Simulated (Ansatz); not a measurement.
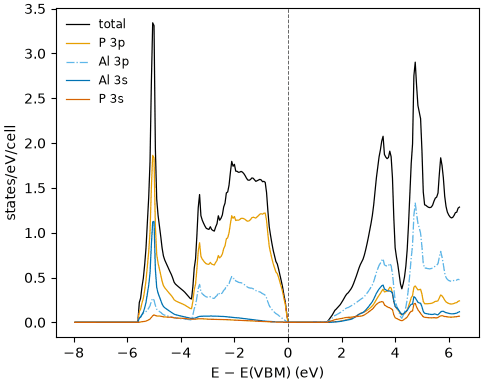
Figure. Total and projected density of states of AlP (zinc blende, F-43m), LDA in the plane-wave PAW code Ansatz

**Question.** Which orbitals carry the states next to the gap?

**Answer.** Top 1 eV of the valence band: P 3p 80 %, Al 3p 17 %. Bottom 1 eV of the conduction band: Al 3p 52 %, P 3s 18 %, P 3p 8 %, Al 3s 7 %, outside the projected shells 14 %. Projections are on Löwdin-orthogonalised atomic valence shells; empty p or d shells of many metals are not among them.

**Question.** Where is the tallest occupied peak in this window, and what makes it?

**Answer.** Near -5.0 eV, about 3.3 states/eV per cell; the largest projected share is P 3p.

Symmetry was held in the LDA relaxation; phonons on a q-mesh show no instability.

Potentials: the later of the program's two PAW sets.
